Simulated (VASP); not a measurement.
Band structure of RbBr (rock salt). All values below come from PBE GGA, VASP's PBE PAW potentials (set 64) (plane waves; VASP 6.6.1).

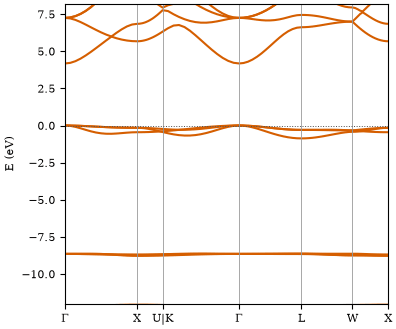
Bands along high-symmetry lines, zero at the valence-band maximum or, without a gap, the Fermi level

Task: Read the plot: is there a gap, and where are the band edges?

Result: The gap is direct, 4.18 eV, from the valence maximum at Γ to the conduction minimum at Γ. (Edges off the drawn lines would not show.)

Measured: gap 7.20 eV (computed value off by -3.02 eV), as given by Aguado et al., (1998), arXiv:cond-mat/9809176.

The compound is RbBr in the rock salt structure. It was relaxed first, which changed the volume by +6 %.
